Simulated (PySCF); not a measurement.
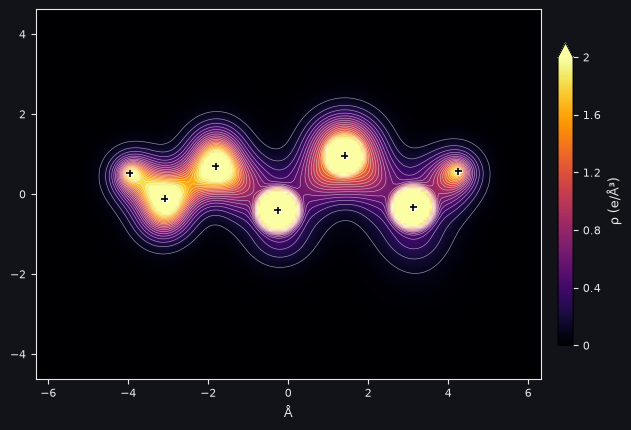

The electron density on a plane through atoms (crosses mark nuclei in the plane).

Theory: PBE0/pcSseg-1, SCF density, gas phase, non-relativistic in PySCF 2.14.0.

Candidates:
A. C4H9ClSSi2
B. C7H14OSi (SMILES COCC/C(C)=C1/C[SiH2]1)
C. C4H3BF2O

Which system is this?

Answer. Candidate A: C4H9ClSSi2 on the plane of atoms S5, Si6 and C7, which holds Si, S, C and H. Si–S (2.15 Å): the density is about 0.82 e/Å³ at the midpoint.
